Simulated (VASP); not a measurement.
Band structure of As (a7). Method: r2SCAN meta-GGA, VASP's PBE PAW potentials (set 64) (plane waves; VASP).

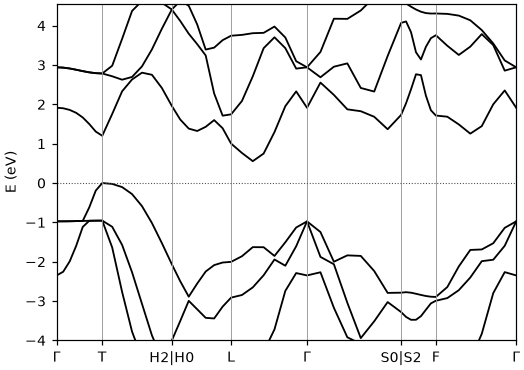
*Bands along high-symmetry lines, zero at the valence-band maximum or, without a gap, the Fermi level*

Task: Read the plot: is there a gap, and where are the band edges?

Result: The gap is indirect, 0.56 eV, from the valence maximum at T to the conduction minimum at L-Γ at 0.29.

The compound is As in the a7 structure. It was relaxed first, which changed the volume by +32 %.
